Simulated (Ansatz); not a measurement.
# CH₄GeTe: one molecule under many settings

How do the results and run time of CH₄GeTe respond when the settings are drawn wide?

Method: the settings change from run to run; program: Ansatz 0.2.0, Gaussian basis.

### 1 The relaxed structure

The geometry comes from an earlier relaxation with PBE0-D4 in a triple-zeta def2 set; it is a stationary point, not always the lowest conformer. Te takes a core potential in def2 sets; no spin-orbit term is included.

SMILES `[CH2]1[GeH2][Te]1`, 7 atoms, charge 0, spin multiplicity 1.

Atoms are counted from 1 here; the program's logs count them from 0.

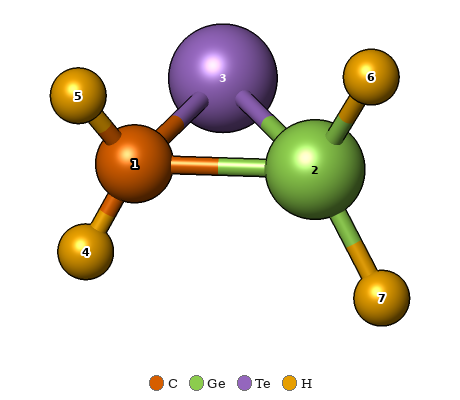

The geometry (carbon orange, germanium green, tellurium purple, hydrogen amber); atoms are numbered from 1 in the order of the file.

### 2 SPW92/STO-3G

This run has atoms shaken by 0.15 Å, a grid of angular degree 23.

File in.yaml:

```yaml
crystal:
  periodic: [false, false, false]
  atoms:
    - {symbol: C, position_ang: [-0.718547, -0.555890, -0.387648]}
    - {symbol: Ge, position_ang: [0.636971, 0.416458, 0.525794]}
    - {symbol: Te, position_ang: [-0.742907, 1.442579, -1.357362]}
    - {symbol: H, position_ang: [-0.413274, -1.531147, -0.693222]}
    - {symbol: H, position_ang: [-1.331607, -0.816676, 0.092167]}
    - {symbol: H, position_ang: [0.871777, 0.831266, 2.110776]}
    - {symbol: H, position_ang: [2.305294, -0.276847, 0.077470]}
basis:
  gaussian: {orbitals: STO-3G, final_grid: {core_spheres: 8, valence_spheres: 7, degree: 23}}
hamiltonian: {xc: {name: SPW92}}
output: {forces: true}
```

Run with:

```console
> ansatz run in.yaml --threads 2 --pin off --events-out ev --progress --plain --max-ram 4352MiB
```

Log:

```text
Functional definition: SPW92
  name "SPW92"
  cite "Dirac, Proc. Camb. Phil. Soc. 26, 376 (1930) doi:10.1017/S0305004100016108"
  cite "Slater, Phys. Rev. 81, 385 (1951) doi:10.1103/PhysRev.81.385"
  cite "Perdew & Wang, Phys. Rev. B 45, 13244 (1992) doi:10.1103/PhysRevB.45.13244"
  exchange = slater_x
  correlation = pw_c
590 factors; integrals over basis functions are off by at most 3.3e-5 eV
mean field evaluation 1: about -234292.0503 eV, gradient 5.4e2 eV
mean field evaluation 2: about -234670.5984 eV, gradient 8.9e1 eV
mean field evaluation 4: about -234774.1765 eV, gradient 9.9e1 eV
mean field evaluation 8: about -234893.0803 eV, gradient 3.6e1 eV
mean field evaluation 16: about -234899.3953 eV, gradient 1.2e-2 eV
mean field -234899.39503301 eV, -8632.3935469346 hartree, gradient 7.8e-6 eV, S^2 0.000000; 0 other end points of the search recorded, 0 dependent functions left out
the calculation of the forces begins
reference -234899.39505328 eV, -8632.3935476794 hartree; 47, 47 occupied and 7, 7 virtual orbitals, 590 factors
Total energy: -234899.39505328 eV, -8632.3935476794 hartree
Atom 0 at    -0.718547    -0.555890    -0.387648 Å, force    19.795489     8.774187   -11.276035 eV/Å
Atom 1 at     0.636971     0.416458     0.525794 Å, force     2.246858    -1.443502     0.267689 eV/Å
Atom 2 at    -0.742907     1.442579    -1.357362 Å, force     0.778392    -1.878792     1.321571 eV/Å
Atom 3 at    -0.413274    -1.531147    -0.693222 Å, force     1.374750    -0.642787    -2.371457 eV/Å
Atom 4 at    -1.331607    -0.816676     0.092167 Å, force   -19.744894    -5.794807    14.620458 eV/Å
Atom 5 at     0.871777     0.831266     2.110776 Å, force    -0.765037    -0.720683    -3.405771 eV/Å
Atom 6 at     2.305294    -0.276847     0.077470 Å, force    -3.685558     1.706385     0.843545 eV/Å
Dipole moment:     0.186100    -0.209415     0.376563 e Å
```

Run time: 0.9 s. Hardware: 2 threads of Arm Neoverse V1, shared host.

Largest force 25.243 eV/Å, dipole 2.25 D.

### 3 HSE06/def2-mTZVPP

Options: multiplicity 3, D4 dispersion.

File in.yaml:

```yaml
crystal:
  periodic: [false, false, false]
  atoms:
    - {symbol: C, position_ang: [-0.712131, -0.584712, -0.325627]}
    - {symbol: Ge, position_ang: [0.766784, 0.383685, 0.442171]}
    - {symbol: Te, position_ang: [-0.686548, 1.373927, -1.351878]}
    - {symbol: H, position_ang: [-0.496545, -1.403590, -1.001836]}
    - {symbol: H, position_ang: [-1.605176, -0.721349, 0.272795]}
    - {symbol: H, position_ang: [0.612173, 0.925375, 1.862411]}
    - {symbol: H, position_ang: [2.182743, -0.041235, 0.056264]}
basis:
  gaussian: {orbitals: def2-mTZVPP}
magnetization: {spin_polarized: true, initial_magnetization: 2}
hamiltonian: {xc: {name: HSE06}, dispersion: d4}
output: {forces: true}
```

The command is unchanged.

Log (excerpt; [...] marks lines left out):

```text
Functional definition: HSE06
  name "HSE06"
  cite "Heyd, Scuseria & Ernzerhof, J. Chem. Phys. 118, 8207 (2003) doi:10.1063/1.1564060"
  cite "Krukau, Vydrov, Izmaylov & Scuseria, J. Chem. Phys. 125, 224106 (2006) doi:10.1063/1.2404663"
  cite "Heyd & Scuseria, J. Chem. Phys. 120, 7274 (2004) doi:10.1063/1.1668634"
  cite "Ernzerhof & Perdew, J. Chem. Phys. 109, 3313 (1998) doi:10.1063/1.476928"
  cite "Perdew, Burke & Ernzerhof, Phys. Rev. Lett. 77, 3865 (1996) doi:10.1103/PhysRevLett.77.3865"
  parent pbe
[...]
  # The whole range is PBE's own exchange, as in plane waves. The composition of these papers is wPBEh.
[...]
1131 factors; integrals over basis functions are off by at most 6.3e-4 eV
77 factors; integrals over basis functions are off by at most 4.0e-7 eV
[...]
mean field -64902.26848253 eV, -2385.1143743954 hartree, gradient 2.3e-5 eV, S^2 2.005066; 5 other end points of the search recorded, 0 dependent functions left out
[...]
reference -64902.26852029 eV, -2385.1143757828 hartree; 34, 32 occupied and 77, 79 virtual orbitals, 1131 factors
Total energy: -64902.40453104 eV, -2385.1193740860 hartree
Atom 0 at    -0.712131    -0.584712    -0.325627 Å, force    -0.038491    -0.891333     0.443494 eV/Å
Atom 1 at     0.766784     0.383685     0.442171 Å, force     1.286791    -0.004319     1.121673 eV/Å
Atom 2 at    -0.686548     1.373927    -1.351878 Å, force    -1.202132     1.711248    -1.961408 eV/Å
Atom 3 at    -0.496545    -1.403590    -1.001836 Å, force    -0.071409    -0.225092    -0.081844 eV/Å
Atom 4 at    -1.605176    -0.721349     0.272795 Å, force    -0.190507    -0.151399     0.055399 eV/Å
Atom 5 at     0.612173     0.925375     1.862411 Å, force     0.053923    -0.186270     0.273423 eV/Å
Atom 6 at     2.182743    -0.041235     0.056264 Å, force     0.161826    -0.252836     0.149262 eV/Å
Dipole moment:    -0.008709    -0.101278     0.046635 e Å
```

It took 10 s on 2 threads of Arm Neoverse V1, shared host.

Largest force 2.867 eV/Å, dipole 0.54 D, ⟨S²⟩ 2.005.

### 4 PBE/def2-mTZVP

Set apart from the defaults: charge -1, multiplicity 2, restricted open-shell orbitals, D3(BJ) with three-body dispersion, high accuracy.

in.yaml: that of step 3 with these lines changed.

```diff
@@ -11,5 +11,6 @@
 basis:
-  gaussian: {orbitals: def2-mTZVPP}
-magnetization: {spin_polarized: true, initial_magnetization: 2}
-hamiltonian: {xc: {name: HSE06}, dispersion: d4}
-output: {forces: true}
+  gaussian: {orbitals: def2-mTZVP}
+total_charge: -1
+magnetization: {spin_polarized: false, initial_magnetization: 1}
+hamiltonian: {xc: {name: PBE}, dispersion: d3bjatm}
+accuracy: high
```

The command is unchanged.

Log:

```text
Functional definition: PBE
  name "PBE"
  cite "Perdew, Burke & Ernzerhof, Phys. Rev. Lett. 77, 3865 (1996) doi:10.1103/PhysRevLett.77.3865"
  parent pbe
  parameter kappa = 0.804
  parameter beta = 0.06672455060314922
  exchange = pbe_x(kappa = kappa, mu = beta*pi^2/3)
  correlation = pbe_c(beta = beta)
2128 factors; integrals over basis functions are off by at most 4.4e-9 eV
mean field evaluation 1: about -64897.3057 eV, gradient 5.3e1 eV
mean field evaluation 2: about -64897.3013 eV, gradient 5.3e1 eV
mean field evaluation 4: about -64900.9870 eV, gradient 2.1e1 eV
mean field evaluation 8: about -64902.7208 eV, gradient 6.1e-1 eV
mean field evaluation 16: about -64902.7208 eV, gradient 3.7e-4 eV
mean field evaluation 32: about -64902.4364 eV, gradient 4.5e0 eV
mean field evaluation 64: about -64902.5132 eV, gradient 1.1e0 eV
mean field -64902.72083164 eV, -2385.1309979187 hartree, gradient 3.1e-8 eV, S^2 0.750000; 6 other end points of the search recorded, 0 dependent functions left out
reference -64902.72083500 eV, -2385.1309980419 hartree; 34, 33 occupied and 69, 70 virtual orbitals, 2128 factors
Total energy: -64902.88607640 eV, -2385.1370705513 hartree
```

Wall time 13 s (2 threads of Arm Neoverse V1, shared host).

### 5 B97M-V/ANO-RCC-VTZP

This run has relativity set to scalar, the search for lower states set to light.

in.yaml: that of step 4 with these lines changed.

```diff
@@ -11,6 +11,4 @@
 basis:
-  gaussian: {orbitals: def2-mTZVP}
-total_charge: -1
-magnetization: {spin_polarized: false, initial_magnetization: 1}
-hamiltonian: {xc: {name: PBE}, dispersion: d3bjatm}
-accuracy: high
+  gaussian: {orbitals: ANO-RCC-VTZP}
+hamiltonian: {xc: {name: B97M-V}, pseudopotentials: {relativity: scalar}}
+scf: {lower_state_search: light}
```

Launched as before.

Log (excerpt; [...] marks lines left out):

```text
Functional definition: B97M-V
  name "B97M-V"
  cite "Mardirossian & Head-Gordon, J. Chem. Phys. 142, 074111 (2015) doi:10.1063/1.4907719"
  cite "Becke, J. Chem. Phys. 107, 8554 (1997) doi:10.1063/1.475007"
  cite "Vydrov & Van Voorhis, J. Chem. Phys. 133, 244103 (2010) doi:10.1063/1.3521275"
  # Of w^i u^j: cxij and so on, Table III.
[...]
  gx(w, u) = cx00 + cx01*u + cx02*u^2 + (cx10 + cx11*u)*w
  gss(w, u) = css00 + css02*u^2 + css10*w + (css32*w^3 + css42*w^4)*u^2
  gos(w, u) = cos00 + cos01*u + cos03*u^3 + cos10*w + cos32*w^3*u^2
[...]
      + integral(e_c_pw_mod_opposite_spin*gos(b97_w_opposite, b97_u_opposite)) + vv10(b, c)
1499 factors; their error is unknown
[...]
mean field -243034.98336163 eV, -8931.3709035116 hartree, gradient 2.5e-5 eV, S^2 0.000000; 0 other end points of the search recorded, 0 dependent functions left out
reference -243034.98345798 eV, -8931.3709070524 hartree; 47, 47 occupied and 150, 150 virtual orbitals, 1499 factors
Total energy: -243034.98345798 eV, -8931.3709070524 hartree
Relativity: scalar
```

It took 31 s on 2 threads of Arm Neoverse V1, shared host; peak memory 0.45 GiB.

### 6 LC-wPBE/def2-mTZVPP

in.yaml: that of step 5 with these lines changed.

```diff
@@ -11,4 +11,4 @@
 basis:
-  gaussian: {orbitals: ANO-RCC-VTZP}
-hamiltonian: {xc: {name: B97M-V}, pseudopotentials: {relativity: scalar}}
-scf: {lower_state_search: light}
+  gaussian: {orbitals: def2-mTZVPP}
+hamiltonian: {xc: {name: LC-wPBE}}
+output: {forces: true}
```

Same command.

Log (excerpt; [...] marks lines left out):

```text
Functional definition: LC-wPBE
  name "LC-wPBE"
  cite "Vydrov & Scuseria, J. Chem. Phys. 125, 234109 (2006) doi:10.1063/1.2409292"
  cite "Heyd & Scuseria, J. Chem. Phys. 120, 7274 (2004) doi:10.1063/1.1668634"
  cite "Ernzerhof & Perdew, J. Chem. Phys. 109, 3313 (1998) doi:10.1063/1.476928"
  cite "Perdew, Burke & Ernzerhof, Phys. Rev. Lett. 77, 3865 (1996) doi:10.1103/PhysRevLett.77.3865"
  parent pbe
[...]
1119 factors; their error is unknown
362 factors; integrals over basis functions are off by at most 9.0e-5 eV
[...]
mean field -64906.28646611 eV, -2385.2620325683 hartree, gradient 3.0e-5 eV, S^2 0.000000; 0 other end points of the search recorded, 0 dependent functions left out
[...]
reference -64906.28646611 eV, -2385.2620325685 hartree; 33, 33 occupied and 78, 78 virtual orbitals, 1119 factors
Total energy: -64906.28646611 eV, -2385.2620325685 hartree
Atom 0 at    -0.712131    -0.584712    -0.325627 Å, force     0.175095     0.335566    -0.027673 eV/Å
Atom 1 at     0.766784     0.383685     0.442171 Å, force    -0.118289    -0.026022    -0.089024 eV/Å
Atom 2 at    -0.686548     1.373927    -1.351878 Å, force     0.163001    -0.264722     0.283787 eV/Å
Atom 3 at    -0.496545    -1.403590    -1.001836 Å, force    -0.012587    -0.018791     0.024585 eV/Å
Atom 4 at    -1.605176    -0.721349     0.272795 Å, force     0.009364    -0.031879    -0.000342 eV/Å
Atom 5 at     0.612173     0.925375     1.862411 Å, force     0.026460    -0.079918    -0.250717 eV/Å
Atom 6 at     2.182743    -0.041235     0.056264 Å, force    -0.243044     0.085766     0.059384 eV/Å
Dipole moment:     0.161381    -0.248546     0.273394 e Å
```

It took 2.8 s on 2 threads of Arm Neoverse V1, shared host.

Largest force 0.421 eV/Å, dipole 1.94 D.

### 7 LC-wPBE/def2-mTZVPP

This run has atoms shaken by 0.08 Å, high accuracy.

File in.yaml:

```yaml
crystal:
  periodic: [false, false, false]
  atoms:
    - {symbol: C, position_ang: [-0.691167, -0.712730, -0.341617]}
    - {symbol: Ge, position_ang: [0.797168, 0.327511, 0.261488]}
    - {symbol: Te, position_ang: [-0.641387, 1.373689, -1.178848]}
    - {symbol: H, position_ang: [-0.592023, -1.432623, -0.880884]}
    - {symbol: H, position_ang: [-1.505187, -0.553293, 0.084655]}
    - {symbol: H, position_ang: [0.650453, 0.974729, 1.928717]}
    - {symbol: H, position_ang: [2.184865, -0.121400, 0.050009]}
basis:
  gaussian: {orbitals: def2-mTZVPP}
hamiltonian: {xc: {name: LC-wPBE}}
accuracy: high
output: {forces: true}
```

The command is unchanged.

Log (excerpt; [...] marks lines left out):

```text
Functional definition: LC-wPBE
  name "LC-wPBE"
  cite "Vydrov & Scuseria, J. Chem. Phys. 125, 234109 (2006) doi:10.1063/1.2409292"
  cite "Heyd & Scuseria, J. Chem. Phys. 120, 7274 (2004) doi:10.1063/1.1668634"
  cite "Ernzerhof & Perdew, J. Chem. Phys. 109, 3313 (1998) doi:10.1063/1.476928"
  cite "Perdew, Burke & Ernzerhof, Phys. Rev. Lett. 77, 3865 (1996) doi:10.1103/PhysRevLett.77.3865"
  parent pbe
[...]
2339 factors; integrals over basis functions are off by at most 4.7e-9 eV
546 factors; integrals over basis functions are off by at most 1.8e-9 eV
[...]
mean field -64903.78611451 eV, -2385.1701463418 hartree, gradient 1.7e-8 eV, S^2 0.000000; 0 other end points of the search recorded, 0 dependent functions left out
[...]
reference -64903.78611451 eV, -2385.1701463418 hartree; 33, 33 occupied and 78, 78 virtual orbitals, 2339 factors
Total energy: -64903.78611451 eV, -2385.1701463418 hartree
Atom 0 at    -0.691167    -0.712730    -0.341617 Å, force     5.711146     8.447455     2.555890 eV/Å
Atom 1 at     0.797168     0.327511     0.261488 Å, force     0.913576    -0.115290     5.606034 eV/Å
Atom 2 at    -0.641387     1.373689    -1.178848 Å, force    -1.665503     1.204660    -2.883744 eV/Å
Atom 3 at    -0.592023    -1.432623    -0.880884 Å, force     1.156626    -8.464780    -6.815726 eV/Å
Atom 4 at    -1.505187    -0.553293     0.084655 Å, force    -7.159512     0.357816     4.508886 eV/Å
Atom 5 at     0.650453     0.974729     1.928717 Å, force     0.307230    -1.179363    -2.572523 eV/Å
Atom 6 at     2.184865    -0.121400     0.050009 Å, force     0.736436    -0.250498    -0.398816 eV/Å
Dipole moment:     0.102626    -0.187813     0.024194 e Å
```

Run time: 10 s. Hardware: 2 threads of Arm Neoverse V1, shared host.

Largest force 10.929 eV/Å, dipole 1.03 D.

### 8 SVWN5/def2-mTZVP

Set apart from the defaults: unrestricted orbitals, coordinates scaled by 1.05, relativity set to scalar.

File in.yaml:

```yaml
crystal:
  periodic: [false, false, false]
  atoms:
    - {symbol: C, position_ang: [-0.747737, -0.613947, -0.341908]}
    - {symbol: Ge, position_ang: [0.805123, 0.402870, 0.464279]}
    - {symbol: Te, position_ang: [-0.720876, 1.442623, -1.419472]}
    - {symbol: H, position_ang: [-0.521372, -1.473770, -1.051928]}
    - {symbol: H, position_ang: [-1.685435, -0.757417, 0.286435]}
    - {symbol: H, position_ang: [0.642782, 0.971644, 1.955532]}
    - {symbol: H, position_ang: [2.291880, -0.043297, 0.059077]}
basis:
  gaussian: {orbitals: def2-mTZVP}
magnetization: {spin_polarized: true, initial_magnetization: 0}
hamiltonian: {xc: {name: SVWN5}, pseudopotentials: {relativity: scalar}}
output: {forces: true}
```

The command is unchanged.

Log (excerpt; [...] marks lines left out):

```text
Functional definition: SVWN5
  name "SVWN5"
  cite "Dirac, Proc. Camb. Phil. Soc. 26, 376 (1930) doi:10.1017/S0305004100016108"
  cite "Slater, Phys. Rev. 81, 385 (1951) doi:10.1103/PhysRev.81.385"
  cite "Vosko, Wilk & Nusair, Can. J. Phys. 58, 1200 (1980) doi:10.1139/p80-159"
[...]
1063 factors; their error is unknown
[...]
mean field -65273.88625481 eV, -2398.7710756350 hartree, gradient 1.2e-5 eV, S^2 0.000000; 0 other end points of the search recorded, 0 dependent functions left out
[...]
reference -65273.88629059 eV, -2398.7710769498 hartree; 33, 33 occupied and 70, 70 virtual orbitals, 1063 factors
Total energy: -65273.88629059 eV, -2398.7710769498 hartree
Relativity: scalar
Atom 0 at    -0.747737    -0.613947    -0.341908 Å, force     0.334592     0.302935     0.128382 eV/Å
Atom 1 at     0.805123     0.402870     0.464279 Å, force    -0.874780    -0.312833    -0.593458 eV/Å
Atom 2 at    -0.720876     1.442623    -1.419472 Å, force     0.563558    -1.171024     1.117225 eV/Å
Atom 3 at    -0.521372    -1.473770    -1.051928 Å, force    -0.212252     1.027210     0.787868 eV/Å
Atom 4 at    -1.685435    -0.757417     0.286435 Å, force     1.084110     0.229750    -0.702361 eV/Å
Atom 5 at     0.642782     0.971644     1.955532 Å, force     0.079967    -0.362651    -0.975601 eV/Å
Atom 6 at     2.291880    -0.043297     0.059077 Å, force    -0.975193     0.286613     0.237945 eV/Å
Dipole moment:     0.132237    -0.249838     0.248734 e Å
```

It took 1.9 s on 2 threads of Arm Neoverse V1, shared host.

Largest force 1.714 eV/Å, dipole 1.81 D, ⟨S²⟩ 0.000.

### 9 RPA/def2-mTZVPP

Set apart from the defaults: charge +1, multiplicity 2.

File in.yaml:

```yaml
crystal:
  periodic: [false, false, false]
  atoms:
    - {symbol: C, position_ang: [-0.712131, -0.584712, -0.325627]}
    - {symbol: Ge, position_ang: [0.766784, 0.383685, 0.442171]}
    - {symbol: Te, position_ang: [-0.686548, 1.373927, -1.351878]}
    - {symbol: H, position_ang: [-0.496545, -1.403590, -1.001836]}
    - {symbol: H, position_ang: [-1.605176, -0.721349, 0.272795]}
    - {symbol: H, position_ang: [0.612173, 0.925375, 1.862411]}
    - {symbol: H, position_ang: [2.182743, -0.041235, 0.056264]}
basis:
  gaussian: {orbitals: def2-mTZVPP}
total_charge: 1
magnetization: {spin_polarized: true, initial_magnetization: 1}
hamiltonian: {xc: {name: r2SCAN}}
correlation: {method: rpa}
```

Launched as before.

Log (excerpt; [...] marks lines left out):

```text
Functional definition: r2SCAN
  name "r2SCAN"
  cite "Furness, Kaplan, Ning, Perdew & Sun, J. Phys. Chem. Lett. 11, 8208 (2020) doi:10.1021/acs.jpclett.0c02405"
  cite "Furness, Kaplan, Ning, Perdew & Sun, J. Phys. Chem. Lett. 11, 9248 (2020) doi:10.1021/acs.jpclett.0c03077"
  parent r2scan
[...]
1131 factors; integrals over basis functions are off by at most 6.3e-4 eV
[...]
mean field -64907.60282847 eV, -2385.3104079928 hartree, gradient 4.8e-6 eV, S^2 0.757576; 2 other end points of the search recorded, 0 dependent functions left out
14 core orbitals not correlated: weight in the atoms' cores, before any rotation towards them, 1.000 or more for the frozen orbitals, at most 0.000 for the correlated occupied ones
reference -64824.43045558 eV, -2382.2538796655 hartree; 19, 18 occupied and 78, 79 virtual orbitals, 1131 factors
Total energy: -64845.45174768 eV, -2383.0263979015 hartree
```

It took 19 s on 2 threads of Arm Neoverse V1, shared host.

⟨S²⟩ 0.758.

### 10 LC-wPBE/def2-TZVP

Set apart from the defaults: relativity set to none.

in.yaml: that of step 9 with these lines changed.

```diff
@@ -11,6 +11,3 @@
 basis:
-  gaussian: {orbitals: def2-mTZVPP}
-total_charge: 1
-magnetization: {spin_polarized: true, initial_magnetization: 1}
-hamiltonian: {xc: {name: r2SCAN}}
-correlation: {method: rpa}
+  gaussian: {orbitals: def2-TZVP}
+hamiltonian: {xc: {name: LC-wPBE}, pseudopotentials: {relativity: none}}
```

Launched as before.

Log (excerpt; [...] marks lines left out):

```text
Functional definition: LC-wPBE
  name "LC-wPBE"
  cite "Vydrov & Scuseria, J. Chem. Phys. 125, 234109 (2006) doi:10.1063/1.2409292"
  cite "Heyd & Scuseria, J. Chem. Phys. 120, 7274 (2004) doi:10.1063/1.1668634"
  cite "Ernzerhof & Perdew, J. Chem. Phys. 109, 3313 (1998) doi:10.1063/1.476928"
  cite "Perdew, Burke & Ernzerhof, Phys. Rev. Lett. 77, 3865 (1996) doi:10.1103/PhysRevLett.77.3865"
  parent pbe
[...]
1100 factors; their error is unknown
327 factors; integrals over basis functions are off by at most 7.0e-5 eV
[...]
mean field -64906.59742977 eV, -2385.2734602722 hartree, gradient 2.4e-5 eV, S^2 0.000000; 0 other end points of the search recorded, 0 dependent functions left out
reference -64906.59742978 eV, -2385.2734602724 hartree; 33, 33 occupied and 120, 120 virtual orbitals, 1100 factors
Total energy: -64906.59742978 eV, -2385.2734602724 hartree
```

Wall time 3.1 s (2 threads of Arm Neoverse V1, shared host).

### 11 All runs side by side

| level | charge | multiplicity | geometry | functions | energy (eV) | time |
| --- | --- | --- | --- | --- | --- | --- |
| SPW92/STO-3G | 0 | 1 | shaken | 54 | -234899.395 | 0.9 s |
| HSE06/def2-mTZVPP | 0 | 3 | relaxed | 111 | -64902.405 | 10 s |
| PBE/def2-mTZVP | -1 | 2 | relaxed | 103 | -64902.886 | 13 s |
| B97M-V/ANO-RCC-VTZP | 0 | 1 | relaxed | 197 | -243034.983 | 31 s |
| LC-wPBE/def2-mTZVPP | 0 | 1 | relaxed | 111 | -64906.286 | 2.8 s |
| LC-wPBE/def2-mTZVPP | 0 | 1 | shaken | 111 | -64903.786 | 10 s |
| SVWN5/def2-mTZVP | 0 | 1 | scaled | 103 | -65273.886 | 1.9 s |
| RPA/def2-mTZVPP | 1 | 2 | relaxed | 111 | -64845.452 | 19 s |
| LC-wPBE/def2-TZVP | 0 | 1 | relaxed | 153 | -64906.597 | 3.1 s |

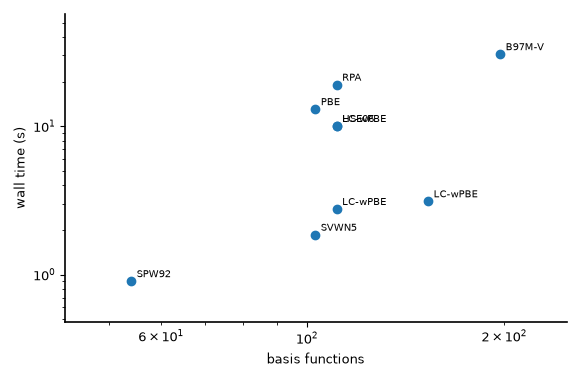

Wall time against the number of basis functions (shared host).

### 12 Summary of results

| quantity | value |
| --- | --- |
| runs | 9 |
| quickest | SPW92/STO-3G, 0.9 s |
| slowest | B97M-V/ANO-RCC-VTZP, 31 s |
| spread of total energies, same state and geometry | 178128.7 eV |

Run time spans a factor of 34, from SPW92/STO-3G to B97M-V/ANO-RCC-VTZP. The jobs differ in tasks and options as well as level. The totals spread over 178129 eV; they can't be compared across methods or bases. Some of these runs are scalar-relativistic and others not, which shifts the totals of all-electron atoms past neon by eV; core potentials, where a basis has them, take the core out of the total altogether. At the PBE0-D4/def2-TZVP geometry and in the same state, runs without warnings or point charges leave forces up to 0.42 eV/Å (LC-wPBE/def2-mTZVPP), against 25.2 eV/Å where the atoms were moved.
